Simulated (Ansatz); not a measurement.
# Cl2F2OW (SMILES [O]=[W]([F])([F])([Cl])[Cl]): what the fields show

The calculation's input:

```
crystal:
  periodic: [false, false, false]
  atoms:
    - symbol: Cl
      position_ang: [2.146310, 0.200116, -0.672284]
    - symbol: Cl
      position_ang: [-0.005025, 1.898458, 1.022666]
    - symbol: F
      position_ang: [-1.243562, -0.652180, 1.293381]
    - symbol: F
      position_ang: [0.407077, -1.955275, -0.007166]
    - symbol: O
      position_ang: [-0.904279, 0.113462, -1.393774]
    - symbol: W
      position_ang: [-0.012416, -0.141592, -0.006233]
basis:
  gaussian:
    orbitals: def2-TZVPD
hamiltonian:
  xc: pbe0
output: {forces: true, orbitals: {seedname: orbitals}}
```

Launched as:

```sh
ansatz run input.yaml --threads 2 --pin off --max-ram 5220MiB --events-out events.jsonl --progress --plain --runs-dir runs
```

Geometry: PBE0-D4/def2-SVP; core potentials replace the inner electrons of W.

Computed with isolated molecule in a Gaussian basis; Kohn-Sham density functional theory, functional PBE0 (Ansatz 0.2.0).

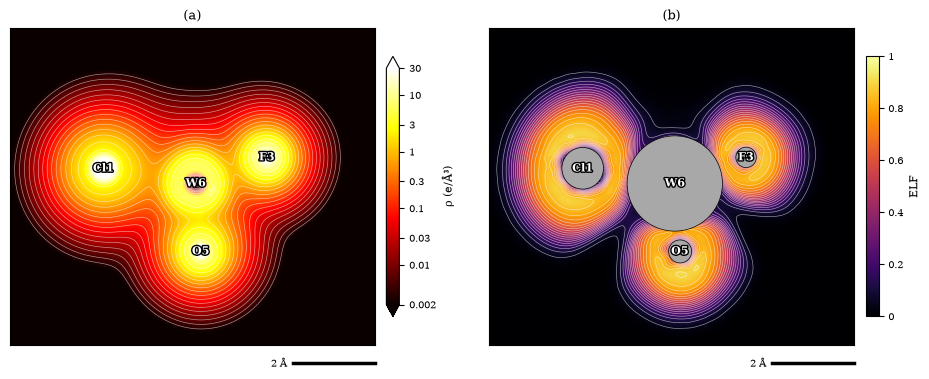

Figure 1. (a) electron density; (b) ELF on the plane of atoms Cl1, W6 and O5. Grey discs cover the atomic cores in the ELF map.

What does the map show?

Atoms in the plane: Cl, F, O and W.
W–O (1.67 Å): ρ is about 2 e/Å³ halfway; the ELF peaks at about 0.80 in the valence shell of O, 0.5 Å from its nucleus, and drops to about 0.40 between the two atoms.
W–F (1.86 Å): ρ at the midpoint is about 1.1 e/Å³; the ELF peaks at about 0.80 in the valence shell of F, 0.5 Å from its nucleus, and drops to about 0.25 between the two atoms.
W–Cl (2.28 Å): the density is about 0.75 e/Å³ at the midpoint; the ELF peaks at about 0.85 in the valence shell of Cl, 0.8 Å from its nucleus, and is about 0.45 at the midpoint.

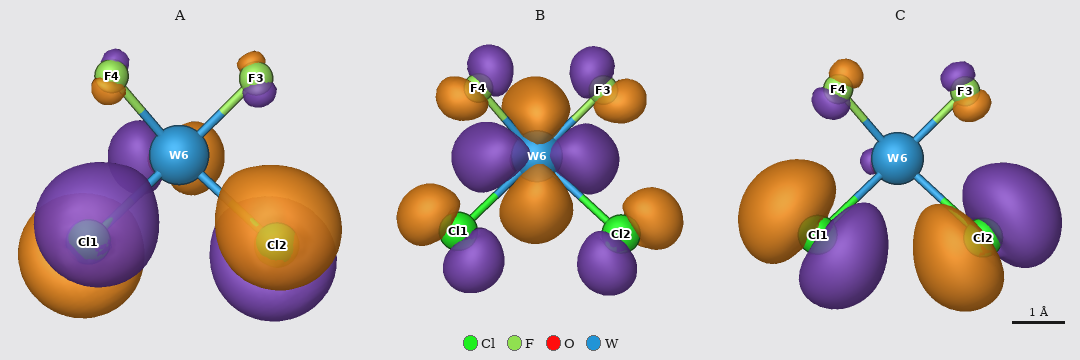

Figure 2. Three frontier orbitals at ±0.1 Å⁻³ᐟ² (orange and purple are the two phases), in no order.

Which picture is the HOMO−1, the HOMO and the LUMO?

A is the HOMO−1 (−10.08 eV). It lies mainly on Cl1 (about 45 %), Cl2 (about 45 %) and O5 (about 10 %); largely a combination of lone pairs on Cl1, Cl2 and O5. C is the HOMO (−9.63 eV). By Hirshfeld shares it lies mainly on Cl1 (about 45 %) and Cl2 (about 45 %); largely a combination of lone pairs on Cl1 and Cl2. B is the LUMO (−4.64 eV). Its weight (Hirshfeld) is mainly on W6 (about 65 %), Cl1 (about 10 %), Cl2 (about 10 %), F3 (about 5 %) and F4 (about 5 %).

What is the HOMO–LUMO gap?

4.99 eV between the orbital energies.

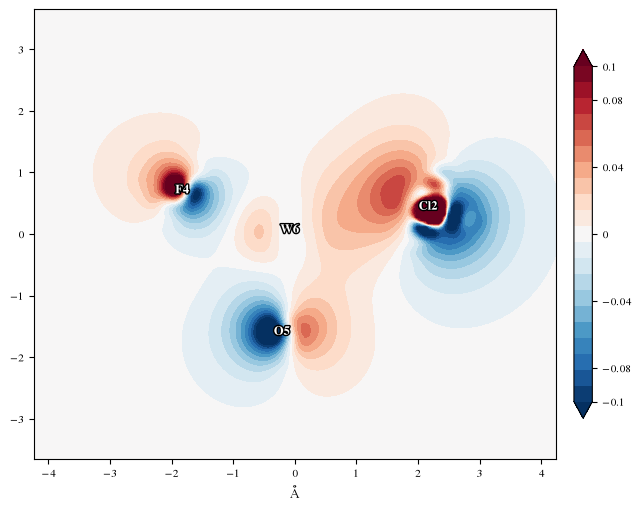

Figure 3. One frontier orbital on the plane of atoms Cl2, W6 and F4 (values in Å⁻³ᐟ²; the overall sign is arbitrary).

Which orbital is it: HOMO or LUMO?

The HOMO, at −9.63 eV. Its weight (Hirshfeld) is mainly on Cl1 (about 45 %) and Cl2 (about 45 %); largely a combination of lone pairs on Cl1 and Cl2.
